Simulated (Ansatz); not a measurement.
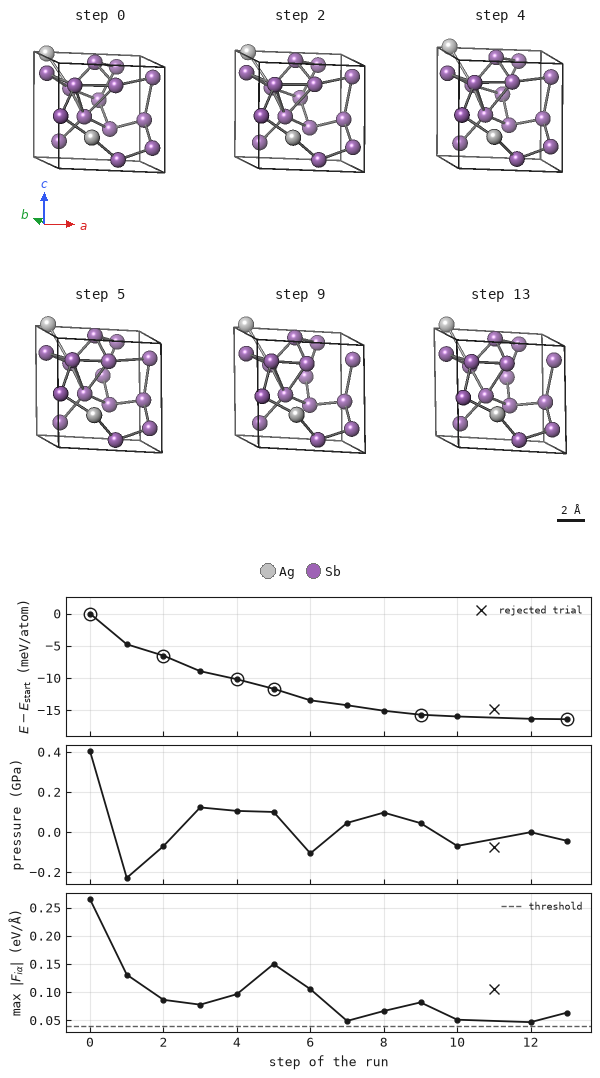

Frames of a relaxation of a crystal of AgSb$_{7}$ (a generated structure, set up in P1) (coarse preliminary run), marked on the history of the run. A ball-and-stick model of the cell of the calculation, seen slightly off an axis.

Case: elements placed on the bcc lattice at random, relaxed further on a centred mesh.

All numbers below come from Ansatz, DFT PBE, scalar-relativistic, plane waves, PAW.

The input:
```yaml
crystal:
  lattice:
    - [7.90399349, -0.448905111, -0.2087610589]
    - [-0.448905111, 7.9770288785, -0.0540407354]
    - [-0.2087610589, -0.0540407354, 7.8641445311]
  atoms:
    - { symbol: Ag, position: [0.1092787513, 0.9593399345, 0.9908555885] }
    - { symbol: Ag, position: [0.3186202807, 0.0232186343, 0.3025422228] }
    - { symbol: Sb, position: [0.5906314585, 0.1275224369, 0.0910382241] }
    - { symbol: Sb, position: [0.0008955607, 0.4854683311, 0.8506690676] }
    - { symbol: Sb, position: [0.0223900516, 0.0166570696, 0.4956922425] }
    - { symbol: Sb, position: [0.4824260148, 0.6075093107, 0.9602221405] }
    - { symbol: Sb, position: [0.6085349896, 0.9835490748, 0.5656607313] }
    - { symbol: Sb, position: [0.9400085893, 0.234299879, 0.2062110565] }
    - { symbol: Sb, position: [0.9274908844, 0.5177472736, 0.4410867796] }
    - { symbol: Sb, position: [0.1614478043, 0.6721501418, 0.1907964611] }
    - { symbol: Sb, position: [0.2010675888, 0.2158733942, 0.7727218818] }
    - { symbol: Sb, position: [0.3558084362, 0.4876644135, 0.452632365] }
    - { symbol: Sb, position: [0.6448776863, 0.6913152696, 0.324711362] }
    - { symbol: Sb, position: [0.6127503005, 0.3276943934, 0.7766589181] }
    - { symbol: Sb, position: [0.2867751981, 0.7706723895, 0.6861626402] }
    - { symbol: Sb, position: [0.7503131223, 0.8777938961, 0.8985983446] }
  symmetry: { detect: false }
basis:
  ecutwfc: 420
kpoints:
  mp_grid: { grid: [3, 3, 3] }
hamiltonian:
  xc: pbe
scf:
  occupations: { method: gaussian, width: 0.1 }
  lower_state_search: "off"
output:
  forces: true
  stress: true
  eigenvalues: true
relax:
  adjacent_minimum: "off"
  f_tol: 0.04
  max_steps: 25
  cell: { stress_tol: 0.3 }
```

Launched with:
```bash
ansatz run input.yaml --threads 4 --pin off --max-ram 9216MiB --backend cpu --events-out ev --progress --plain --runs-dir out
```

**Describe the path.**

The run was cut off at its time limit before the relaxation converged, so the last structure is only a point on the way. The energy falls by 16.4 meV per atom in 12 accepted moves (13 points after the start). Largest force component: 0.26 eV/Å at the start, 0.064 eV/Å at the end. Pressure: 0.40 GPa at the start and −0.04 GPa at the end. The line search rejected the trial step at point 11 of the run. The atom that moves furthest relative to the cell is Sb14 (0.70 Å roughly along [−3 −1 0]). By element the largest moves are Sb 0.70 Å, Ag 0.48 Å. The volume changes by +4.7 %, with a 7.919 → 8.080 Å (+2.0 %), b 7.990 → 8.022 Å (+0.4 %), c 7.867 → 8.027 Å (+2.0 %), α 90.7° → 90.4°, β 93.0° → 95.2°, γ 96.5° → 93.8°. Near-neighbour distances that change, for instance: Sb4–Sb14 3.209 → 4.075 Å, Sb7–Sb15 3.099 → 3.940 Å, Ag2–Sb13 3.904 → 3.195 Å, Ag1–Sb5 4.095 → 3.477 Å. Among the angles between lasting bonds that change: Sb5–Sb7–Sb14 97.4° → 122.5°, Sb7–Sb14–Sb11 82.9° → 102.6°, Sb7–Ag2–Sb10 107.6° → 126.2°. The space group stays P1 (No. 1). From step 0 to 2: Ag2 moves most (0.15 Å), volume +1.6 %, energy −6.5 meV per atom. From step 2 to 4: Ag2 moves most (0.34 Å), volume +0.7 %, energy −3.7 meV per atom. From step 4 to 5: Sb7 moves most (0.21 Å), volume +0.9 %, energy −1.5 meV per atom. From step 5 to 9: Sb14 moves most (0.25 Å), volume +1.1 %, energy −4.0 meV per atom. From step 9 to 13: Ag2 moves most (0.18 Å), volume +0.3 %, energy −0.7 meV per atom.

| step | E − E(0), meV/atom | largest force component, eV/Å | pressure, GPa | volume, Å³/atom | note |
| --- | --- | --- | --- | --- | --- |
| 0 | 0.00 | 0.2648 | 0.40 | 30.867 |  |
| 1 | -4.76 | 0.1311 | -0.23 | 31.383 |  |
| 2 | -6.52 | 0.0865 | -0.07 | 31.369 |  |
| 3 | -8.93 | 0.0779 | 0.12 | 31.422 |  |
| 4 | -10.19 | 0.0965 | 0.11 | 31.580 |  |
| 5 | -11.67 | 0.1499 | 0.10 | 31.850 |  |
| 6 | -13.46 | 0.1054 | -0.11 | 31.897 |  |
| 7 | -14.22 | 0.0490 | 0.05 | 31.916 |  |
| 8 | -15.07 | 0.0666 | 0.10 | 31.993 |  |
| 9 | -15.69 | 0.0819 | 0.04 | 32.204 |  |
| 10 | -15.97 | 0.0512 | -0.07 | 32.213 |  |
| 11 | -14.80 | 0.1065 | -0.07 | 32.240 | rejected |
| 12 | -16.33 | 0.0468 | 0.00 | 32.230 |  |
| 13 | -16.39 | 0.0639 | -0.04 | 32.305 |  |
